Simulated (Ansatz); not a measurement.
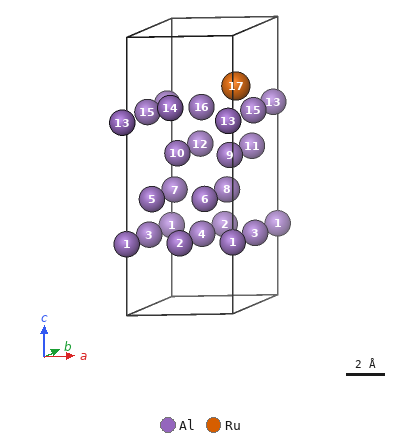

*The input geometry (spheres-only view of the cell of the calculation, with the vacuum cut short, seen slightly off an axis; atoms are numbered from 1 in the order of the input). An atom can appear more than once, as a periodic image.*

**Nudged elastic band of Al16Ru (part 1 of 2)**

Al16Ru (slab, 17 atoms in the cell), computed with DFT r2SCAN-D3(BJ), scalar-relativistic, plane waves, PAW, PAW set soft_1, no spin polarisation (Ansatz 0.2.0).

The run did not end well. One setting was made poor on purpose. The input holds or restrains some coordinates. It belongs to a series of runs on one base structure; here: an input spoilt on purpose. Figures and captions count atoms from 1; the log counts them from 0 in places.

**The input**
```yaml
crystal:
  lattice:
    - [5.727565, 0.0, 0.0]
    - [2.863782, 4.960217, 0.0]
    - [0.0, 0.0, 18.014806]
  atoms:
    - { symbol: Al, position: [0.0, 0.0, 0.0555099] }
    - { symbol: Al, position: [0.5, 0.0, 0.0555099] }
    - { symbol: Al, position: [0.0, 0.5, 0.0555099] }
    - { symbol: Al, position: [0.5, 0.5, 0.0555099] }
    - { symbol: Al, position: [0.1672172, 0.16638284, 0.18243442] }
    - { symbol: Al, position: [0.66324756, 0.17009141, 0.18000133] }
    - { symbol: Al, position: [0.16808368, 0.66594982, 0.18260089] }
    - { symbol: Al, position: [0.66324618, 0.6666448, 0.18000322] }
    - { symbol: Al, position: [-0.1688595, 0.33441115, 0.30367068] }
    - { symbol: Al, position: [0.34027793, 0.32626084, 0.31213437] }
    - { symbol: Al, position: [-0.17376997, 0.83687786, 0.30257982] }
    - { symbol: Al, position: [0.34026135, 0.83343422, 0.31213954] }
    - { symbol: Al, position: [-0.03755039, -0.01032012, 0.42708171] }
    - { symbol: Al, position: [0.38702935, 0.0564311, 0.46570774] }
    - { symbol: Al, position: [-0.03747779, 0.54777477, 0.42705985] }
    - { symbol: Al, position: [0.49147446, 0.50424067, 0.44181176] }
    - { symbol: Ru, position: [-0.09679784, 0.29841235, 0.51586993] }
basis:
  ecutwfc: 60.0
kpoints:
  mp_grid: { grid: [3, 3, 1] }
hamiltonian:
  xc: r2scan
  dispersion: d3bj
  pseudopotentials: { kind: paw, azcp: { folder: soft_1 } }
scf:
  occupations: { method: gaussian, width: 0.15 }
  lower_state_search: "off"
  max_iter: 82
neb:
  images: 5
  f_tol: 0.05
  initial_path: idpp
  max_iterations: 8
  constraints: [{ sites: [0, 1, 2, 3] }]
  final_atoms:
    - { symbol: Al, position: [0.0, 0.0, 0.0555099] }
    - { symbol: Al, position: [0.5, 0.0, 0.0555099] }
    - { symbol: Al, position: [0.0, 0.5, 0.0555099] }
    - { symbol: Al, position: [0.5, 0.5, 0.0555099] }
    - { symbol: Al, position: [0.16808373, 0.16594979, 0.18260089] }
    - { symbol: Al, position: [0.66324623, 0.16664477, 0.18000322] }
    - { symbol: Al, position: [0.16721725, 0.66638281, 0.18243442] }
    - { symbol: Al, position: [0.66324761, 0.67009138, 0.18000133] }
    - { symbol: Al, position: [-0.17376992, 0.33687783, 0.30257982] }
    - { symbol: Al, position: [0.3402614, 0.33343419, 0.31213954] }
    - { symbol: Al, position: [-0.16885945, 0.83441112, 0.30367068] }
    - { symbol: Al, position: [0.34027798, 0.82626081, 0.31213437] }
    - { symbol: Al, position: [-0.03747774, 0.04777474, 0.42705985] }
    - { symbol: Al, position: [0.49147451, 0.00424064, 0.44181176] }
    - { symbol: Al, position: [-0.03755034, 0.48967985, 0.42708171] }
    - { symbol: Al, position: [0.3870294, 0.55643107, 0.46570774] }
    - { symbol: Ru, position: [-0.09679779, 0.79841232, 0.51586993] }
  order_check: false
```

Run as:
```bash
ansatz run input.yaml --threads 2 --pin off --max-ram 5120MiB --backend cpu --events-out ev --progress --plain --runs-dir out
```

**What the program printed**
```
Warning: neb: disabling space-group detection — the band's intermediate images generally break the endpoint symmetry, so no spatial operation reduces the k-mesh or symmetrises the density, except that a semilocal band can use its path's symmetry ahead of convergence; time reversal is kept, so that k and −k are solved as one point where they differ and the mesh holds both, and exact exchange and, on two spinor components, a DFT+U term hold to it where the run has them: on two components no moment then forms, and a state that bears one, which a typed moment (crystal.atoms[].spin; refused beside efield: under a hybrid functional) reaches, can lie lower, under hf by electronvolts; crystal.symmetry.detect: false (a key that needs symmetry detection or time reversal refuses this as the deck is read) with time_reversal: false beside it drops time reversal too
Warning: basis.ecutwfc = 60 eV is below the records' recommended 500 eV, and the density's cutoff is lower with it unless basis.ecutrho_ratio is high enough to keep the records' density cutoff: compare with a run at a higher cutoff
Warning: the engine holds no damping parameters fitted to this dispersion correction and functional, so the run takes those fitted to r2scan beside the three-body term, which d3bj leaves out (hamiltonian.dispersion, under Limitations)
Engine: ansatz 0.2.0, aarch64-unknown-linux-gnu
Pseudopotentials: kind: paw
Pseudopotential: Al, paw, valence charge 3, recommended cutoff 500 eV (meta_gga), [file]
Pseudopotential: Ru, paw, valence charge 16, recommended cutoff 500 eV (meta_gga), [file]
Functional definition: r2SCAN
  parameter k0 = 0.174
  parameter k1 = 0.065
  parameter a1 = 4.9479
  exchange = r2scan_x(k0 = k0, k1 = k1, a1 = a1)
  correlation = r2scan_c
parallel-image band execution: 2 concurrent image workers
NEB image 0
Crystal: 17 atoms, lattice volume = 511.800 Å³
Basis set: ecut = 60 eV, 563 PW (Γ), exchange–correlation on 60×60×192 points (64 copies of the dense FFT grid, shifted against one another)
Bands: 49, of which v1, the nominal top of the filled ones, is band 32 counted from 1 (31 counted from 0)
Symmetry: 1 space group operations
k-points: 5 of 9 (time reversal used)
Non-local potential: Al, projectors of the file, l = 0: 2, l = 1: 2, l = 2: 1
Non-local potential: Ru, projectors of the file, l = 0: 3, l = 1: 2, l = 2: 2, l = 3: 1
PAW form: soft (Blöchl's): semilocal exchange-correlation on the pseudo side does not see the compensation charge
PAW frozen core: Al, regenerated for the run's functional (the file was generated under x = pbe(κ = 0.804, μ = 0.2195149727645171), c = pbe(β = 0.06672455060314922))
PAW frozen core: Ru, regenerated for the run's functional (the file was generated under x = pbe(κ = 0.804, μ = 0.2195149727645171), c = pbe(β = 0.06672455060314922))
PAW one-centre angular grid: Al, 302 points (default); XC on 160 Gauss nodes
PAW one-centre angular grid: Ru, 590 points (default); XC on 160 Gauss nodes
Initial density: superposition of atomic densities (neutral atoms: chi_scale 0, normalization atom)
Initial wavefunctions: pseudopotential atomic-orbital guess
Functional: x = r2scan, c = r2scan; τ floored in thin density (d = 2e-4 eV/Å³)
SCF iter   1: F=-13736.241217 eV  HF=-14359.143772 eV  |F-HF|=6.23e2  |Δ(HF+E_count)|=         —  Δρ=2.22e-1  dr2=6.58e2  dr2_τ=2.38e1  ethr=3.10e-3  ⟨swp⟩=9.0  Hψ=1419  notcnv=0  defer=1
preconditioner: auto → LDOS  [insulator: Δε(μ)=0.156 eV  Ē_g=7.290 eV  σ=0.150 eV  W_gap=0.51  n_scr=64 (ndim 8)  ℏωp=12.3 eV  f_vac=0.310  D(μ)=7.34/eV (n_scr^D=38)  ε∞_Penn≈3.8  β→1.0]
SCF iter   2: F=-13977.456445 eV  HF=-14159.646544 eV  |F-HF|=1.82e2  |Δ(HF+E_count)|=    1.99e2  Δρ=5.44e-2  dr2=1.93e2  dr2_τ=5.63e0  ethr=3.10e-3  ⟨swp⟩=8.4  Hψ=1416  notcnv=0  defer=49
SCF iter   3: F=-14132.080739 eV  HF=-14136.741187 eV  |F-HF|=4.66e0  |Δ(HF+E_count)|=    2.29e1  Δρ=2.07e-2  dr2=6.15e0  dr2_τ=2.93e0  ethr=3.10e-3  ⟨swp⟩=9.4  Hψ=1011  notcnv=0  defer=50
SCF iter   4: F=-14134.519667 eV  HF=-14135.302439 eV  |F-HF|=7.83e-1  |Δ(HF+E_count)|=    1.44e0  Δρ=7.16e-3  dr2=1.03e0  dr2_τ=1.55e-2  ethr=3.10e-3  ⟨swp⟩=3.6  Hψ=597  notcnv=0  defer=51
SCF iter   5: F=-14135.026316 eV  HF=-14135.071734 eV  |F-HF|=4.54e-2  |Δ(HF+E_count)|=   2.31e-1  Δρ=2.10e-3  dr2=7.03e-2  dr2_τ=8.81e-4  ethr=1.61e-3  ⟨swp⟩=2.4  Hψ=505  notcnv=0  defer=51
SCF iter   6: F=-14135.055394 eV  HF=-14135.062535 eV  |F-HF|=7.14e-3  |Δ(HF+E_count)|=   9.20e-3  Δρ=5.27e-4  dr2=8.61e-3  dr2_τ=3.54e-5  ethr=1.10e-4  ⟨swp⟩=2.0  Hψ=354  notcnv=0  defer=51
SCF iter   7: F=-14135.060687 eV  HF=-14135.061699 eV  |F-HF|=1.01e-3  |Δ(HF+E_count)|=   8.36e-4  Δρ=2.18e-4  dr2=1.30e-3  dr2_τ=6.07e-6  ethr=1.35e-5  ⟨swp⟩=2.6  Hψ=407  notcnv=0  defer=51
SCF iter   8: F=-14135.061325 eV  HF=-14135.061566 eV  |F-HF|=2.41e-4  |Δ(HF+E_count)|=   1.33e-4  Δρ=7.60e-5  dr2=2.80e-4  dr2_τ=6.11e-7  ethr=2.04e-6  ⟨swp⟩=2.4  Hψ=345  notcnv=0  defer=51
SCF iter   9: F=-14135.061538 eV  HF=-14135.061555 eV  |F-HF|=1.68e-5  |Δ(HF+E_count)|=   1.09e-5  Δρ=3.48e-5  dr2=2.46e-5  dr2_τ=6.99e-8  ethr=4.38e-7  ⟨swp⟩=1.6  Hψ=257  notcnv=0  defer=51
SCF iter  10: F=-14135.061556 eV  HF=-14135.061559 eV  |F-HF|=2.30e-6  |Δ(HF+E_count)|=   3.61e-6  Δρ=1.16e-5  dr2=3.19e-6  dr2_τ=1.04e-8  ethr=3.84e-8  ⟨swp⟩=2.4  Hψ=366  notcnv=0  defer=51
SCF iter  11: F=-14135.061558 eV  HF=-14135.061558 eV  |F-HF|=2.27e-7  |Δ(HF+E_count)|=   2.73e-7  Δρ=3.92e-6  dr2=3.05e-7  dr2_τ=1.29e-9  ethr=4.99e-9  ⟨swp⟩=2.4  Hψ=335  notcnv=0  defer=51
SCF iter  12: F=-14135.061558 eV  HF=-14135.061558 eV  |F-HF|=2.45e-8  |Δ(HF+E_count)|=   6.15e-8  Δρ=1.23e-6  dr2=3.16e-8  dr2_τ=1.54e-10  ethr=1.56e-10  ⟨swp⟩=6.4  Hψ=855  notcnv=0
SCF 1 converged in 12 iterations: F = -14135.061558 eV  dr2 = 3.16e-8
  greatest PAW one-centre occupation: 0.968 electrons in one spin orbital (limit 2), on the Ru atom at site 16 (counted from 0), in its partial waves of l = 0
NSCF: frozen V_eff on 5 k-points
NEB image 6
SCF iter   1: F=-13736.224998 eV  HF=-14359.143522 eV  |F-HF|=6.23e2  |Δ(HF+E_count)|=         —  Δρ=2.22e-1  dr2=6.58e2  dr2_τ=2.38e1  ethr=3.10e-3  ⟨swp⟩=9.0  Hψ=1420  notcnv=0  defer=1
SCF iter   2: F=-13977.393917 eV  HF=-14159.648133 eV  |F-HF|=1.82e2  |Δ(HF+E_count)|=    1.99e2  Δρ=5.44e-2  dr2=1.93e2  dr2_τ=5.29e0  ethr=3.10e-3  ⟨swp⟩=8.8  Hψ=1435  notcnv=0  defer=49
SCF iter   3: F=-14131.980469 eV  HF=-14136.572676 eV  |F-HF|=4.59e0  |Δ(HF+E_count)|=    2.31e1  Δρ=2.08e-2  dr2=6.26e0  dr2_τ=2.39e-1  ethr=3.10e-3  ⟨swp⟩=8.0  Hψ=908  notcnv=0  defer=45
SCF iter   4: F=-14134.430789 eV  HF=-14135.318175 eV  |F-HF|=8.87e-1  |Δ(HF+E_count)|=    1.25e0  Δρ=7.35e-3  dr2=1.15e0  dr2_τ=1.61e-2  ethr=3.10e-3  ⟨swp⟩=3.4  Hψ=600  notcnv=0  defer=49
SCF iter   5: F=-14135.026933 eV  HF=-14135.070313 eV  |F-HF|=4.34e-2  |Δ(HF+E_count)|=   2.48e-1  Δρ=2.13e-3  dr2=6.98e-2  dr2_τ=9.47e-4  ethr=1.79e-3  ⟨swp⟩=2.0  Hψ=460  notcnv=0  defer=49
SCF iter   6: F=-14135.052988 eV  HF=-14135.062731 eV  |F-HF|=9.74e-3  |Δ(HF+E_count)|=   7.58e-3  Δρ=5.68e-4  dr2=1.16e-2  dr2_τ=4.05e-5  ethr=1.09e-4  ⟨swp⟩=2.0  Hψ=357  notcnv=0  defer=49
SCF iter   7: F=-14135.060255 eV  HF=-14135.061773 eV  |F-HF|=1.52e-3  |Δ(HF+E_count)|=   9.59e-4  Δρ=2.45e-4  dr2=1.88e-3  dr2_τ=7.55e-6  ethr=1.81e-5  ⟨swp⟩=2.0  Hψ=328  notcnv=0  defer=49
SCF iter   8: F=-14135.061399 eV  HF=-14135.061581 eV  |F-HF|=1.82e-4  |Δ(HF+E_count)|=   1.91e-4  Δρ=8.60e-5  dr2=2.35e-4  dr2_τ=7.31e-7  ethr=2.94e-6  ⟨swp⟩=3.0  Hψ=337  notcnv=0  defer=49
SCF iter   9: F=-14135.061554 eV  HF=-14135.061569 eV  |F-HF|=1.49e-5  |Δ(HF+E_count)|=   1.26e-5  Δρ=3.47e-5  dr2=2.33e-5  dr2_τ=8.01e-8  ethr=3.67e-7  ⟨swp⟩=2.6  Hψ=370  notcnv=0  defer=49
SCF iter  10: F=-14135.061554 eV  HF=-14135.061559 eV  |F-HF|=4.39e-6  |Δ(HF+E_count)|=   1.00e-5  Δρ=1.27e-5  dr2=5.58e-6  dr2_τ=9.55e-9  ethr=3.64e-8  ⟨swp⟩=3.0  Hψ=398  notcnv=0  defer=49
SCF iter  11: F=-14135.061558 eV  HF=-14135.061558 eV  |F-HF|=2.07e-7  |Δ(HF+E_count)|=   3.01e-7  Δρ=4.39e-6  dr2=2.98e-7  dr2_τ=1.56e-9  ethr=8.72e-9  ⟨swp⟩=2.6  Hψ=300  notcnv=0  defer=49
SCF iter  12: F=-14135.061558 eV  HF=-14135.061558 eV  |F-HF|=3.40e-8  |Δ(HF+E_count)|=   6.54e-8  Δρ=1.40e-6  dr2=3.45e-8  dr2_τ=2.14e-10  ethr=1.56e-10  ⟨swp⟩=6.0  Hψ=847  notcnv=0
[...]
NSCF: frozen V_eff on 5 k-points
WARN: NEB end point (image 0): max|allowed force component| = 1.897e0 eV/Å (the criterion of neb.relax_end_points is 1.000e-2). That is over neb.f_tol: it is no minimum, so the barrier can be far off. Relax it first
WARN: NEB end point (image 6): max|allowed force component| = 1.897e0 eV/Å (the criterion of neb.relax_end_points is 1.000e-2). That is over neb.f_tol: it is no minimum, so the barrier can be far off. Relax it first
NEB image 1
preconditioner: auto → LDOS  [insulator: Δε(μ)=0.170 eV  Ē_g=7.360 eV  σ=0.150 eV  W_gap=0.57  n_scr=64 (ndim 8)  ℏωp=12.3 eV  f_vac=0.303  D(μ)=5.38/eV (n_scr^D=24)  ε∞_Penn≈3.8  β→1.0]
  greatest PAW one-centre occupation: 0.967 electrons in one spin orbital (limit 2), on the Ru atom at site 16 (counted from 0), in its partial waves of l = 0
NEB image 2
preconditioner: auto → LDOS  [insulator: Δε(μ)=0.246 eV  Ē_g=7.385 eV  σ=0.150 eV  W_gap=0.75  n_scr=64 (ndim 8)  ℏωp=12.3 eV  f_vac=0.295  D(μ)=3.70/eV (n_scr^D=6)  ε∞_Penn≈3.8  β→1.0]
NEB image 3
preconditioner: auto → LDOS  [insulator: Δε(μ)=0.239 eV  Ē_g=7.391 eV  σ=0.150 eV  W_gap=0.74  n_scr=64 (ndim 8)  ℏωp=12.3 eV  f_vac=0.295  D(μ)=3.34/eV (n_scr^D=6)  ε∞_Penn≈3.8  β→1.0]
NEB image 4
NEB image 5
NEB iter   1: max|band force component| = 3.403e0 eV/Å  barrier→ = 6.8452 eV  barrier← = 6.8452 eV  Δτ_max = 0.2000 Å  (95 SCF iters)
NEB image 1
Initial density: handed on by an earlier stage of this run
Initial wavefunctions: those handed on with the density
preconditioner: auto → LDOS  [metal: Δε(μ)=0.162 eV  Ē_g=6.906 eV  σ=0.150 eV  W_gap=0.47  n_scr=64 (ndim 8)  ℏωp=12.3 eV  f_vac=0.314  D(μ)=3.94/eV (n_scr^D=6)  β→1.0]
NEB image 2
preconditioner: auto → LDOS  [metal: Δε(μ)=0.157 eV  Ē_g=6.683 eV  σ=0.150 eV  W_gap=0.49  n_scr=64 (ndim 8)  ℏωp=12.3 eV  f_vac=0.306  D(μ)=7.82/eV (n_scr^D=50)  β→1.0]
NEB image 3
preconditioner: auto → LDOS  [metal: Δε(μ)=0.083 eV  Ē_g=6.598 eV  σ=0.150 eV  W_gap=0.29  n_scr=64 (ndim 8)  ℏωp=12.3 eV  f_vac=0.305  D(μ)=9.66/eV (n_scr^D=52)  β→1.0]
NEB image 4
preconditioner: auto → LDOS  [metal: Δε(μ)=0.157 eV  Ē_g=6.683 eV  σ=0.150 eV  W_gap=0.49  n_scr=64 (ndim 8)  ℏωp=12.3 eV  f_vac=0.306  D(μ)=7.81/eV (n_scr^D=50)  β→1.0]
NEB image 5
NEB iter   2: max|band force component| = 4.245e0 eV/Å  barrier→ = 5.8665 eV  barrier← = 5.8665 eV  Δτ_max = 0.1027 Å  (52 SCF iters)
[... from here on the SCF iterations and repeated set-up lines of each step are left out, up to the last step ...]
NEB image 1
NEB image 2
NEB image 3
NEB image 4
NEB image 5
NEB iter   3: max|band force component| = 4.662e0 eV/Å  barrier→ = 4.8162 eV  barrier← = 4.8162 eV  Δτ_max = 0.1037 Å  (46 SCF iters)
NEB image 1
NEB image 2
NEB image 3
NEB image 4
NEB image 5
NEB iter   4: max|band force component| = 5.632e0 eV/Å  barrier→ = 3.2916 eV  barrier← = 3.2916 eV  Δτ_max = 0.1013 Å  (48 SCF iters)
NEB image 1
NEB image 2
NEB image 3
NEB image 4
NEB image 5
NEB iter   5: max|band force component| = 3.997e0 eV/Å  barrier→ = 1.9176 eV  barrier← = 1.9176 eV  Δτ_max = 0.1007 Å  (47 SCF iters)
NEB image 1
NEB image 2
NEB image 3
NEB image 4
NEB image 5
NEB iter   6: max|band force component| = 3.147e0 eV/Å  barrier→ = 1.6939 eV  barrier← = 1.6939 eV  Δτ_max = 0.0505 Å  (43 SCF iters)
NEB image 1
NEB image 2
NEB image 3
NEB image 4
NEB image 5
NEB iter   7: max|band force component| = 1.809e0 eV/Å  barrier→ = 1.3943 eV  barrier← = 1.3943 eV  Δτ_max = 0.1021 Å  (44 SCF iters)
NEB image 1
preconditioner: auto → LDOS  [insulator: Δε(μ)=0.247 eV  Ē_g=7.046 eV  σ=0.150 eV  W_gap=0.69  n_scr=64 (ndim 8)  ℏωp=12.3 eV  f_vac=0.317  D(μ)=3.98/eV (n_scr^D=6)  ε∞_Penn≈4.0  β→1.0]
NEB image 2
preconditioner: auto → LDOS  [insulator: Δε(μ)=0.202 eV  Ē_g=6.981 eV  σ=0.150 eV  W_gap=0.53  n_scr=64 (ndim 8)  ℏωp=12.3 eV  f_vac=0.319  D(μ)=4.47/eV (n_scr^D=6)  ε∞_Penn≈4.1  β→1.0]
NEB image 3
preconditioner: auto → LDOS  [metal: Δε(μ)=0.155 eV  Ē_g=6.869 eV  σ=0.150 eV  W_gap=0.44  n_scr=64 (ndim 8)  ℏωp=12.3 eV  f_vac=0.313  D(μ)=5.40/eV (n_scr^D=24)  β→1.0]
NEB image 4
NEB image 5
[...]
SCF iter   7: F=-14135.220722 eV  HF=-14135.220724 eV  |F-HF|=1.98e-6  |Δ(HF+E_count)|=   5.67e-6  Δρ=1.89e-5  dr2=4.11e-6  dr2_τ=4.64e-8  ethr=9.79e-8  ⟨swp⟩=2.0  Hψ=337  notcnv=0  defer=19
SCF iter   8: F=-14135.220723 eV  HF=-14135.220723 eV  |F-HF|=4.28e-7  |Δ(HF+E_count)|=   5.86e-7  Δρ=5.89e-6  dr2=5.57e-7  dr2_τ=6.01e-9  ethr=6.42e-9  ⟨swp⟩=2.0  Hψ=335  notcnv=0  defer=19
SCF iter   9: F=-14135.220723 eV  HF=-14135.220723 eV  |F-HF|=6.17e-8  |Δ(HF+E_count)|=   1.63e-7  Δρ=1.83e-6  dr2=8.00e-8  dr2_τ=4.49e-10  ethr=1.56e-10  ⟨swp⟩=5.0  Hψ=852  notcnv=0
SCF 42 converged in 9 iterations: F = -14135.220723 eV  dr2 = 8.00e-8
NEB iter   8: max|band force component| = 2.377e0 eV/Å  barrier→ = 1.2212 eV  barrier← = 1.2212 eV  Δτ_max = 0.2000 Å  (47 SCF iters)
```

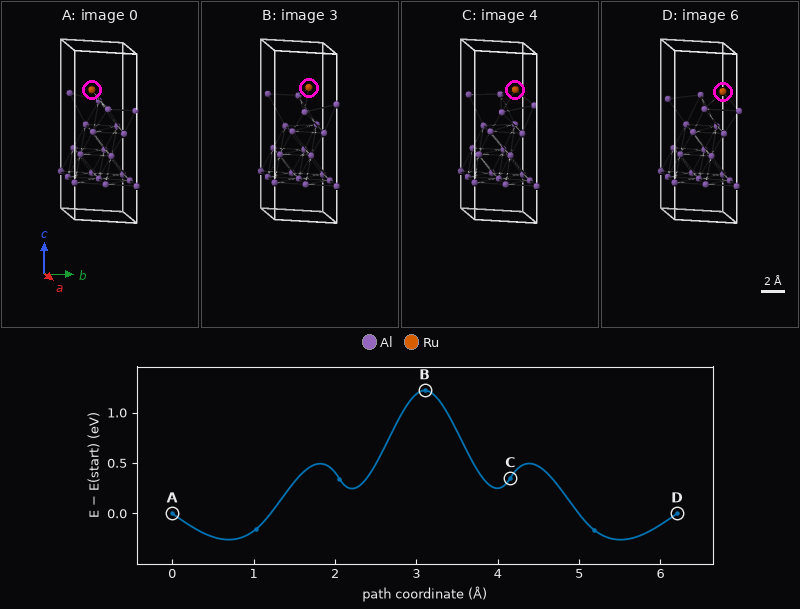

*Images of the last band (counted from 0; ball-and-stick, simulation cell, with the vacuum cut short, seen slightly off an axis), with the moving atom and its periodic copies ringed, above the energy along the path; the line is a cubic interpolation that uses the forces.*

The highest image is number 3, 1.221 eV above the start and 1.221 eV above the end; start and end have the same energy. The path is 6.20 Å long, and Ru17 moves most (2.86 Å). The band had not converged after 8 iterations. The end points carry forces over 0.1 eV/Å, so they aren't fully relaxed minima and the barriers are approximate.
